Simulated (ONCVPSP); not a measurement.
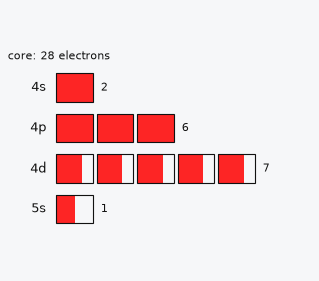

Fig. 1: The valence shells of the reference configuration: a box for each of the 2l + 1 orbitals, shaded by the share of the shell that is filled, with the electron count at the right.

## Ru: pseudopotential generation

- system: ruthenium (Ru, Z = 44), core [Ar] 3d10, reference valence 4s2 4p6 4d7 5s1, valence charge 16.
- method: ONCV potential, PBEsol, scalar-relativistic, made with ONCVPSP 4.0.1

## The input
```
# ATOM AND REFERENCE CONFIGURATION
# atsym  z   nc   nv     iexc    psfile
  Ru 44.00    6    4  -116133      upf
#
#   n    l    f
    1    0    2.00
    2    0    2.00
    2    1    6.00
    3    0    2.00
    3    1    6.00
    3    2   10.00
    4    0    2.00
    4    1    6.00
    4    2    7.00
    5    0    1.00
#
# PSEUDOPOTENTIAL AND OPTIMIZATION
# lmax
    2
#
#   l,   rc,      ep,       ncon, nbas, qcut
    0    1.50    0.00    5    8    8.30
    1    1.25    0.00    4    8    6.20
    2    1.65    0.00    4    9   10.90
#
# LOCAL POTENTIAL
# lloc, lpopt,  rc(5),   dvloc0
    4    1    0.85    3.00
#
# VANDERBILT-KLEINMAN-BYLANDER PROJECTORs
# l, nproj, debl
    0    2    2.80
    1    2    3.90
    2    2    2.30
#
# MODEL CORE CHARGE
# icmod, fcfact, rcfact
    3    2.25    1.50
#
# LOG DERIVATIVE ANALYSIS
# epsh1, epsh2, depsh
   -4.00    5.00    0.02
#
# OUTPUT GRID
# rlmax, drl
    6.00    0.01
#
# TEST CONFIGURATIONS
# ncnf
    4
# nvcnf
#   n    l    f
    4
    4    0    2.00
    4    1    6.00
    4    2    7.00
    5    0    0.00
#
    4
    4    0    2.00
    4    1    6.00
    4    2    6.00
    5    0    0.00
#
    4
    4    0    2.00
    4    1    6.00
    4    2    5.00
    5    0    0.00
#
    4
    4    0    2.00
    4    1    6.00
    4    2    6.00
    5    0    1.00
#
```

Hardware: 1 CPU thread, shared host.

Run as:
```bash
oncvpsp.x < Ru.dat > Ru.out
```

## Log (extracts)
```
ONCVPSP  (Optimized Norm-Conservinng Vanderbilt PSeudopotential)
scalar-relativistic version 4.0.1

#   n    l    f        energy (Ha)
    1    0    2.00    -8.0571099E+02
    2    0    2.00    -1.1585219E+02
    2    1    6.00    -1.0377877E+02
    3    0    2.00    -2.0391792E+01
    3    1    6.00    -1.6424996E+01
    3    2   10.00    -1.0037270E+01
    4    0    2.00    -2.8045340E+00
    4    1    6.00    -1.7044325E+00
    4    2    7.00    -1.9171719E-01
    5    0    1.00    -1.5687351E-01

Reference configufation results
  iterations    30
  all-electron total energy (Ha)   -4.52843367D+03

Begin loop to  construct optimized pseudo wave functions
and semi-local pseudopoentials for all angular momenta

Calculating optimized projector #   1

 for l=   0

    Fraction of norm inside rc  0.906374
    Optimizing pswf for qcut=   8.29 a_B^-1,  ecut=  34.39 Ha
    Residual kinetic energy error=  7.86D-05 Ha

    Energy error per electron        Cutoff
         Ha          eV             Ha
         0.01000     0.27211       23.23
         0.00100     0.02721       28.84
         0.00010     0.00272       34.22
         0.00001     0.00027       72.27

Calculating optimized projector #   2

 for l=   0

    Fraction of norm inside rc  0.037767
    Optimizing pswf for qcut=   8.29 a_B^-1,  ecut=  34.39 Ha
    Residual kinetic energy error=  1.76D-05 Ha

    Energy error per electron        Cutoff
         Ha          eV             Ha
         0.01000     0.27211       17.35
         0.00100     0.02721       25.02
         0.00010     0.00272       30.57
         0.00001     0.00027       37.27

   Wellstate for l =  1  n =  6
     eigenvalue =   2.1956
     asymptotic potential =   2.6956
     half-point radius =  3.1188

Calculating optimized projector #   1

 for l=   1

    Fraction of norm inside rc  0.663944
    Optimizing pswf for qcut=   6.21 a_B^-1,  ecut=  19.31 Ha
    Residual kinetic energy error=  4.43D-03 Ha

    Energy error per electron        Cutoff
         Ha          eV             Ha
         0.01000     0.27211       11.41
         0.00100     0.02721       74.05
         0.00010     0.00272      129.13
         0.00001     0.00027      168.89

Calculating optimized projector #   2

 for l=   1

    Fraction of norm inside rc  0.056489
    Optimizing pswf for qcut=   6.21 a_B^-1,  ecut=  19.31 Ha
    Residual kinetic energy error=  2.23D-03 Ha

    Energy error per electron        Cutoff
         Ha          eV             Ha
         0.01000     0.27211       10.82
         0.00100     0.02721       24.49
         0.00010     0.00272       72.47
         0.00001     0.00027      128.55

   Wellstate for l =  2  n =  6
     eigenvalue =   2.1083
     asymptotic potential =   2.6083
     half-point radius =  3.8069

Calculating optimized projector #   1

 for l=   2

    Fraction of norm inside rc  0.568213
    Optimizing pswf for qcut=  10.91 a_B^-1,  ecut=  59.52 Ha
    Residual kinetic energy error=  2.80D-09 Ha

    Energy error per electron        Cutoff
         Ha          eV             Ha
         0.01000     0.27211       20.10
         0.00100     0.02721       27.64
         0.00010     0.00272       34.67
         0.00001     0.00027       40.90

Calculating optimized projector #   2

 for l=   2

    Fraction of norm inside rc  0.091823
    Optimizing pswf for qcut=  10.91 a_B^-1,  ecut=  59.52 Ha
    Residual kinetic energy error=  1.39D-09 Ha

    Energy error per electron        Cutoff
         Ha          eV             Ha
         0.01000     0.27211       19.85
         0.00100     0.02721       27.60
         0.00010     0.00272       34.85
         0.00001     0.00027       41.25

Construct Vanderbilt / Kleinmman-Bylander projectors

B matrix Hermiticity error, ll=   0
   1   2    2.6526E-04

  Orthonormal projector coefficients  1.7158E+01  2.0824E+00

B matrix Hermiticity error, ll=   1
   1   2   -5.2584E-04

  Orthonormal projector coefficients  1.1633E+01  3.0425E+00

B matrix Hermiticity error, ll=   2
   1   2   -2.0943E-04

  Orthonormal projector coefficients  4.2496E+00  6.2121E-01

Model core correction analysis
  based on d2Exc/dn_idn_j

d2excae - all-electron derivatives

   -3.334370D-02   -2.971797D-02   -1.667431D-02   -1.722436D-03
   -2.971819D-02   -2.782524D-02   -1.771212D-02   -2.171508D-03
   -1.667460D-02   -1.771226D-02   -1.785550D-02   -9.569722D-03
   -1.722398D-03   -2.171266D-03   -9.566095D-03   -2.971263D-02

d2excps - pseudofunction derivatives with no core correction

   -3.893262D-02   -3.402200D-02   -1.873362D-02   -2.148331D-03
   -3.402240D-02   -3.108163D-02   -1.914962D-02   -2.526669D-03
   -1.873407D-02   -1.914981D-02   -1.852658D-02   -9.720436D-03
   -2.148333D-03   -2.526449D-03   -9.716810D-03   -2.974410D-02

rms 2nd derivative error    2.405957E-03

rmatch, rhocmatch    0.6893   16.2990

Teter function model core charge with specified parameters

d2excps - pseudofunction derivatives with core correction

   -3.305754D-02   -2.933789D-02   -1.695607D-02   -1.754233D-03
   -2.933807D-02   -2.730182D-02   -1.779182D-02   -2.204279D-03
   -1.695629D-02   -1.779190D-02   -1.799912D-02   -9.603032D-03
   -1.754187D-03   -2.204030D-03   -9.599405D-03   -2.971690D-02

rms 2nd derivative error    2.295730E-04

Pseudoatom total energy  -95.017564

Diagnostic tests using Vanderbilt-Kleinman-Bylander pseudopotentials
  1 or more projectors used as specified by nproj input data

   l    rcore       rmatch      e in        delta e   norm test  slope test

   0   1.5001591   1.5457072  -2.8045340  -0.0000003   1.0001694   1.0001679
   0   1.5001591   1.5457072  -0.1568735   0.0000048   1.0000540   1.0000455

   1   1.2537124   1.2917778  -1.7044325  -0.0000234   1.0001445   1.0001767
   1   1.2537124   1.2917778   2.1955675   0.0000271   1.0005204   1.0005204

   2   1.6508401   1.7009632  -0.1917172   0.0000013   1.0000720   1.0000852
   2   1.6508401   1.7009632   2.1082828   0.0000295   1.0002886   1.0002886

 Testing for bound ghosts
   n   l    E NL Schr. Eq   E Basis Diag.   E Cutoff

   1   0       -2.804534       -2.804531    117.24
   2   0       -0.156869       -0.040885    117.24

   2   1       -1.704456       -1.703948    192.41

   3   2       -0.191716       -0.186096    162.51

 Testing for highly-localized positive-energy ghosts
       l    <radius>/rc     E Basis Diag.   E Cutoff

       0        0.464680        7.764211    117.24  WARNING - GHOST(+)

Test configuration 0

   n   l     f        eae           eps        diff
   1   0  2.0000 -805.71098883
   2   0  2.0000 -115.85218642
   2   1  6.0000 -103.77877074
   3   0  2.0000  -20.39179182
   3   1  6.0000  -16.42499615
   3   2 10.0000  -10.03727010
   4   0  2.0000   -2.80453396   -2.80453425   -2.90D-07
   4   1  6.0000   -1.70443252   -1.70445595   -2.34D-05
   4   2  7.0000   -0.19171719   -0.19171586    1.33D-06
   5   0  1.0000   -0.15687351   -0.15686868    4.83D-06

    Total energies and differences
      AE_ref= -4.52843367D+03  AE_tst= -4.52843367D+03  dif=  0.00D+00
      PS_ref= -9.50175642D+01  PS_tst= -9.50175642D+01  dif=  1.56D-13
      PSP excitation error= -1.56D-13

Test configuration 1

   n   l     f        eae           eps        diff
   1   0  2.0000 -805.98174450
   2   0  2.0000 -116.11875702
   2   1  6.0000 -104.04560019
   3   0  2.0000  -20.65969562
   3   1  6.0000  -16.69288633
   3   2 10.0000  -10.30480825
   4   0  2.0000   -3.07605789   -3.07622904   -1.71D-04
   4   1  6.0000   -1.97731594   -1.97745018   -1.34D-04
   4   2  7.0000   -0.46107789   -0.46107018    7.71D-06

    Total energies and differences
      AE_ref= -4.52843367D+03  AE_tst= -4.52816542D+03  dif=  2.68D-01
      PS_ref= -9.50175642D+01  PS_tst= -9.47492557D+01  dif=  2.68D-01
      PSP excitation error= -5.46D-05

Test configuration 2

   n   l     f        eae           eps        diff
   1   0  2.0000 -806.45829341
   2   0  2.0000 -116.59952422
   2   1  6.0000 -104.52604996
   3   0  2.0000  -21.13820507
   3   1  6.0000  -17.17139138
   3   2 10.0000  -10.78377648
   4   0  2.0000   -3.54358226   -3.54354435    3.79D-05
   4   1  6.0000   -2.43864784   -2.43866068   -1.28D-05
   4   2  6.0000   -0.88673808   -0.88672845    9.63D-06

    Total energies and differences
      AE_ref= -4.52843367D+03  AE_tst= -4.52749715D+03  dif=  9.37D-01
      PS_ref= -9.50175642D+01  PS_tst= -9.40809636D+01  dif=  9.37D-01
      PSP excitation error= -7.14D-05

Test configuration 3

   n   l     f        eae           eps        diff
   1   0  2.0000 -807.01636436
   2   0  2.0000 -117.16390676
   2   1  6.0000 -105.09005111
   3   0  2.0000  -21.69656995
   3   1  6.0000  -17.72973741
   3   2 10.0000  -11.34305219
   4   0  2.0000   -4.07862858   -4.07818964    4.39D-04
   4   1  6.0000   -2.96431452   -2.96408622    2.28D-04
   4   2  5.0000   -1.37199182   -1.37184255    1.49D-04

    Total energies and differences
      AE_ref= -4.52843367D+03  AE_tst= -4.52637226D+03  dif=  2.06D+00
      PS_ref= -9.50175642D+01  PS_tst= -9.29560703D+01  dif=  2.06D+00
      PSP excitation error= -8.37D-05

Test configuration 4

   n   l     f        eae           eps        diff
   1   0  2.0000 -806.12658489
   2   0  2.0000 -116.27258969
   2   1  6.0000 -104.19881693
   3   0  2.0000  -20.81054472
   3   1  6.0000  -16.84375405
   3   2 10.0000  -10.45646156
   4   0  2.0000   -3.21514149   -3.21491739    2.24D-04
   4   1  6.0000   -2.11007892   -2.10996181    1.17D-04
   4   2  6.0000   -0.56669190   -0.56670203   -1.01D-05
   5   0  1.0000   -0.43397418   -0.43395150    2.27D-05

    Total energies and differences
      AE_ref= -4.52843367D+03  AE_tst= -4.52806141D+03  dif=  3.72D-01
      PS_ref= -9.50175642D+01  PS_tst= -9.46453025D+01  dif=  3.72D-01
      PSP excitation error=  2.40D-06
```

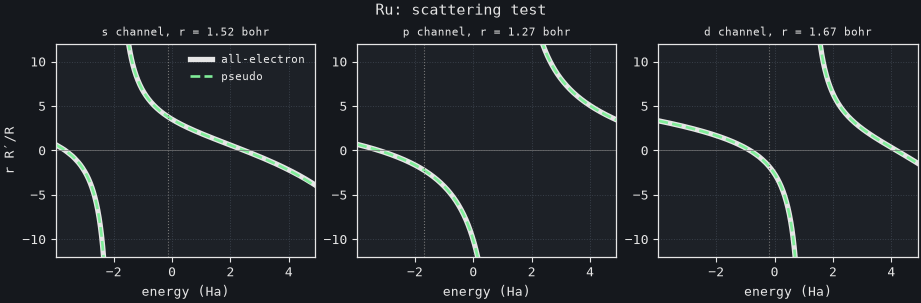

Fig. 2: Logarithmic derivatives r R′/R at the test radius against energy, all-electron atom (solid) and pseudo-atom (dashed). Here R(r) is the radial function. The dotted line marks the reference energy of the channel. Not drawn: f: not judged.

- Poles, where the radial function vanishes at the test radius: s: all-electron at -2.0 Ha, pseudo at -2.0 Ha; p: all-electron at 1.1 Ha, pseudo at 1.1 Ha; d: all-electron at 1.1 Ha, pseudo at 1.1 Ha.
- Ghost states: the plot shows none: pseudo and all-electron curves have the same branches in all channels drawn. The separate test gives: no bound ghost flagged; GHOST(+) flagged for s at 211.3 eV.
- Zeros of the logarithmic derivative: s: all-electron -3.7 and 2.5 Ha, pseudo -3.7 and 2.5 Ha; p: all-electron -3.2 Ha, pseudo -3.2 Ha; d: all-electron -0.8 and 4.2 Ha, pseudo -0.8 and 4.2 Ha.

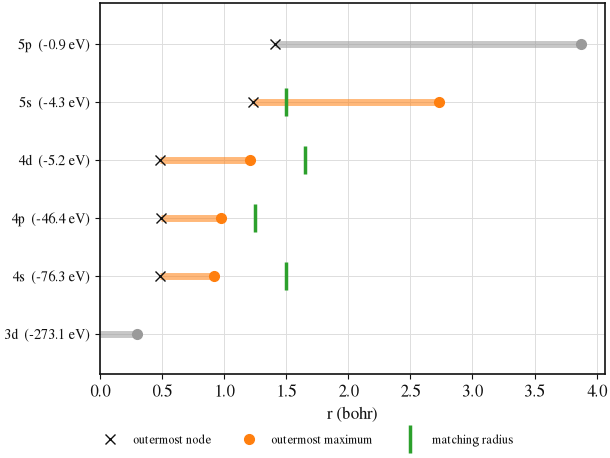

Fig. 3: Outer shells of the all-electron reference atom: each bar runs from the outermost node (or the nucleus) to the outermost maximum of u(r); the tick is the radius chosen for the pseudo-wave. Shells without a tick have no pseudo-wave of their own. Levels, nodes and maxima are from ld1.x, scalar-relativistic.

- Radii against the shells: 4s: 1.50 bohr, outside the maximum; 4p: 1.25 bohr, outside the maximum; 4d: 1.65 bohr, outside the maximum; 5s: 1.50 bohr, between node and maximum.

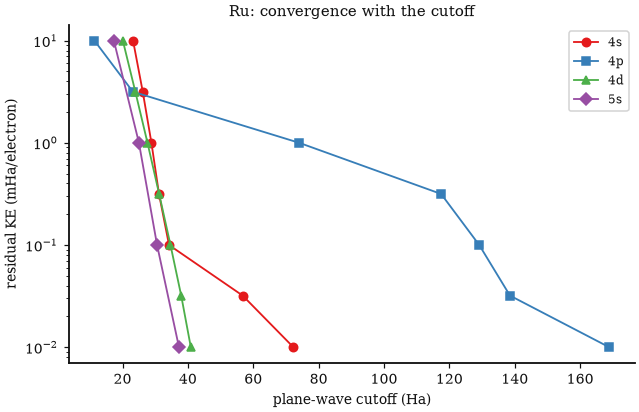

Fig. 4: Residual kinetic energy of the pseudo-waves (the first of each channel, and further valence shells) beyond the plane-wave cutoff, as the generator prints it.

- Cutoffs for the occupied states: 74 Ha for 1 mHa and 129 Ha for 0.1 mHa per electron. The first is set by 4p.
- Cutoffs for 1 mHa per electron: 4p: 74 Ha; 4s: 29 Ha; 4d: 28 Ha; 5s: 25 Ha.
- Hardest wave at 1 mHa per electron: 4p, with rc = 1.25 bohr and qcut = 6.2 1/bohr. The optimisation minimises, but can't always remove, the kinetic energy above qcut²/2 = 19.2 Ha, and a larger rc would as a rule soften the wave at some cost in transferability.

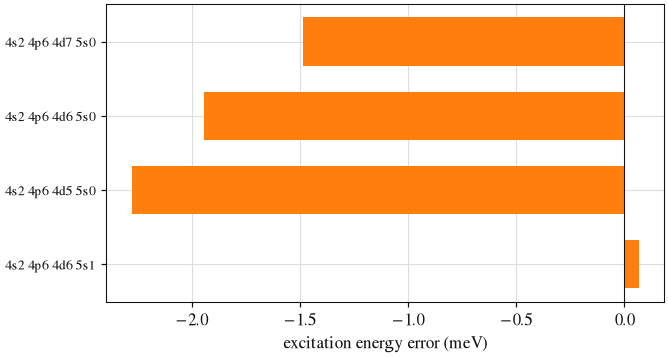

Fig. 5: Errors, all-electron minus pseudo, of the energies of valence configurations relative to the unpolarised reference 4s2 4p6 4d7 5s1.

- Worst configuration: 4s2 4p6 4d5 5s0 (charge +3): the error is -2.3 meV on an all-electron energy of +56.09 eV relative to the reference, or 0.0041 %.
- Configurations within 10 meV and within 50 meV: 4 and 4 of 4.
- Errors in meV: 4s2 4p6 4d7 5s0: -1.5; 4s2 4p6 4d6 5s0: -1.9; 4s2 4p6 4d5 5s0: -2.3; 4s2 4p6 4d6 5s1: +0.1.

## Key numbers

- outcome: generated
- cutoffs needed: 74 Ha and 129 Ha (the cutoffs at which the residual kinetic energy of the hardest occupied pseudo-wave falls to 1 and 0.1 mHa per electron)
- ghost test: no bound ghost flagged; GHOST(+) flagged for s at 211.3 eV
- largest excitation error: -2.3 meV (all-electron minus pseudo) for 4s2 4p6 4d5 5s0, out of 4 test configurations
- rms error of d²Exc/dni dnj: 2.41 mHa without and 0.23 mHa with the model core
- range over which the phases arctan(r R′/R) at the test radius agree within 0.05 rad (a looser test near the poles than one of phase shifts): s: over the whole range computed; p: over the whole range computed; d: over the whole range computed; f: not judged, local potential alone
- wall time: 6.1 s
